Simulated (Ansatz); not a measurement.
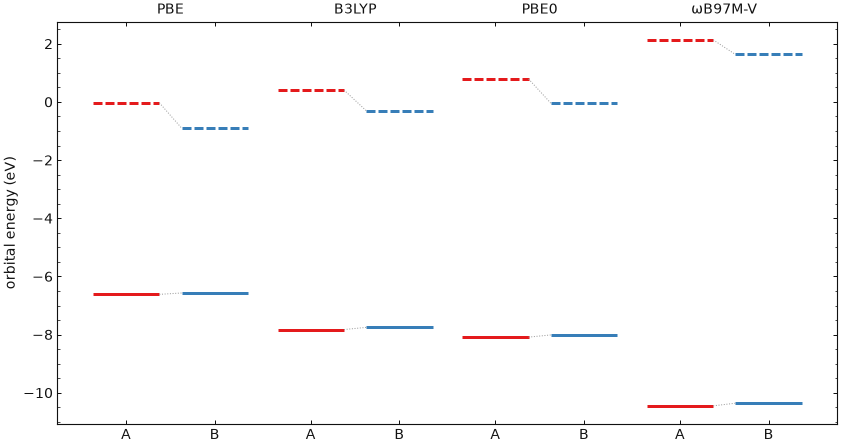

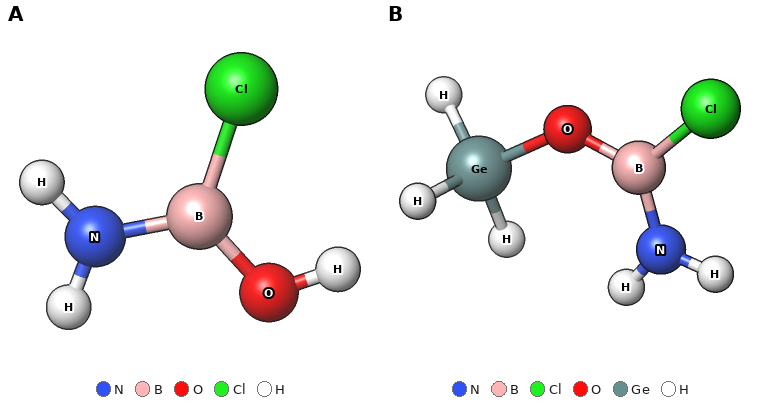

One change: A, BNH₃OCl (SMILES NB(O)Cl), becomes B, BGeNH₅OCl (SMILES NB(Cl)[O][GeH3]). H on O is replaced by GeH₃. HOMO (solid) and LUMO (dashed) computed in def2-TZVPP at PBE0-D4/def2-TZVP geometries, both minima by their frequencies, gas phase, the Ansatz code 0.2.0. Empty levels above zero depend strongly on the basis.

Q: What does the change do to HOMO and LUMO?

A: PBE: the HOMO rises by 0.05 eV, the LUMO falls by 0.87 eV, and the separation goes from 6.59 to 5.67 eV. B3LYP: the HOMO rises by 0.07 eV, the LUMO falls by 0.71 eV, and the separation goes from 8.24 to 7.45 eV. PBE0: the HOMO rises by 0.08 eV, the LUMO falls by 0.83 eV, and the separation goes from 8.88 to 7.97 eV. ωB97M-V: the HOMO rises by 0.09 eV, the LUMO falls by 0.50 eV, and the separation goes from 12.58 to 11.99 eV.

Q: Do the functionals agree on the effect?

A: They agree on the direction for both levels; the HOMO shift lies between 0.05 and 0.09 eV and the LUMO shift between −0.87 and −0.50 eV, while the separations themselves differ by up to 6.3 eV between functionals.

Known limits of this run: one conformer of each flexible molecule.
